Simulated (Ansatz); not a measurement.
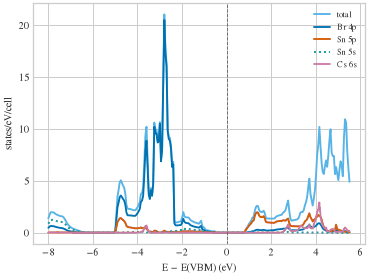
*Total and projected density of states of CsSnBr3 (cubic perovskite, space group No. 221), DFT-PBE in the program Ansatz with PAW potentials*

**Question.** Which orbitals carry the states next to the gap?

**Answer.** Top 1 eV of the valence band: Br 4p 48 %, Sn 5s 29 %, Sn 5p 19 %. Bottom 1 eV of the conduction band: Sn 5p 77 %, Br 4p 10 %, Br 4s 8 %. Projections are on Löwdin-orthogonalised atomic valence shells; empty p or d shells of many metals are not among them.

**Question.** Where is the tallest occupied peak in this window, and what makes it?

**Answer.** Near -2.8 eV, about 21 states/eV per cell; the largest projected share is Br 4p.

Space group Pm-3m (cubic perovskite). The PBE relaxation kept the symmetry of its start; of distortions, only those at the zone centre were tested. Spin–orbit coupling is left out wherever it is not named.

Potentials: the later of the program's two PAW sets.
